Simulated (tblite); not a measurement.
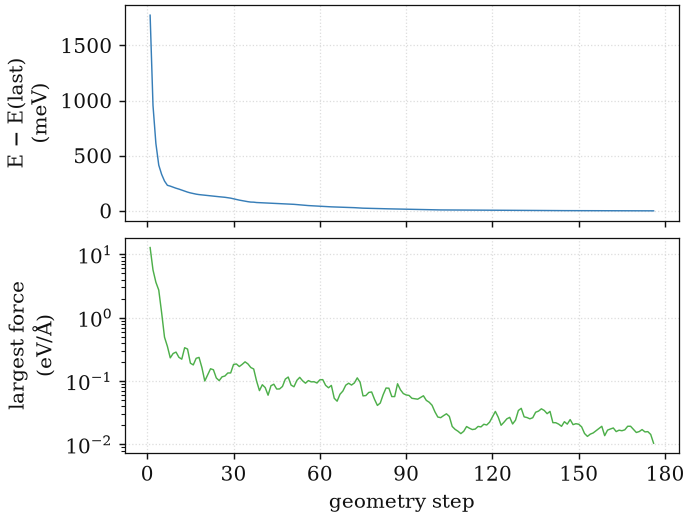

History of a geometry optimisation.

- system: C7H13PS (SMILES CP(C)(=S)C1=CCCC1)
- method: tblite 0.8.0, GFN2-xTB geometry optimisation, gas phase

> How did it end, and what did it gain?

The optimisation met its thresholds at geometry 176, counting the start as the first. The energy fell by about 1800 meV from the first step to the last. The largest force goes from about 13 eV/Å at the start to 0.01 eV/Å at the end.
